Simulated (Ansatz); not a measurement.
The calculation's input:

```
crystal:
  periodic: [false, false, false]
  atoms:
    - {symbol: C, position_ang: [-0.525307, 0.090449, -1.242850]}
    - {symbol: C, position_ang: [0.790208, 0.108671, -1.101432]}
    - {symbol: H, position_ang: [-1.189653, -0.021793, -0.392310]}
    - {symbol: H, position_ang: [-0.992503, 0.186698, -2.217167]}
    - {symbol: H, position_ang: [1.453851, 0.220206, -1.952187]}
    - {symbol: H, position_ang: [1.261690, 0.012601, -0.128850]}
    - {symbol: Te, position_ang: [-0.662742, -0.254163, 3.012797]}
    - {symbol: H, position_ang: [-0.027038, -1.342030, 1.938125]}
    - {symbol: H, position_ang: [-0.108408, 0.999464, 2.083675]}
basis:
  gaussian: {orbitals: "def2-TZVPPD.json"}
hamiltonian: {xc: pbe0, dispersion: d4}
output: {orbitals: {seedname: orbitals}}
```

Launched as:

```sh
ansatz run in.yaml --threads 4 --pin off --events-out ev --progress --plain --max-ram 9574MiB
```

Geometry: PBE0-D4/def2-TZVP; core potentials replace the inner electrons of Te.

Computed with RKS PBE0-D4/def2-TZVPPD (Ansatz).

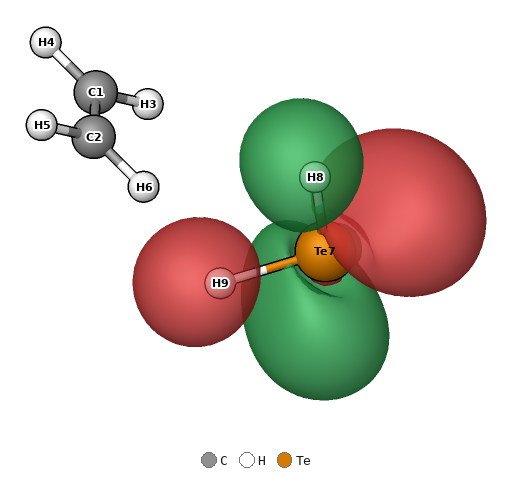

C2H4···H2Te (SMILES C=C.[TeH2]). The LUMO at ±0.1 Å⁻³ᐟ² (green and red are the two phases), seen at an oblique angle.

### Describe this orbital and give its energy.

It lies mainly on Te7 (about 70 %), H8 (about 15 %) and H9 (about 15 %). Its energy is −0.81 eV.
